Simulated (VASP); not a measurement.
Band structure of Ag (fcc). Level of theory: revTPSS meta-GGA, VASP's PBE PAW potentials (set 64) (plane waves; VASP 6.6.1).

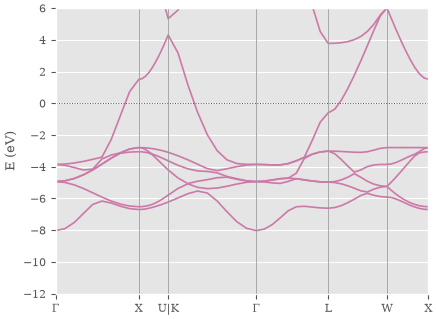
Figure. Bands along high-symmetry lines, zero at the valence-band maximum or, without a gap, the Fermi level

Q: Read the plot: is there a gap, and where are the band edges?

A: It has no gap at this level: it comes out as a metal or semimetal.

The compound is Ag in the fcc structure. It was relaxed first.
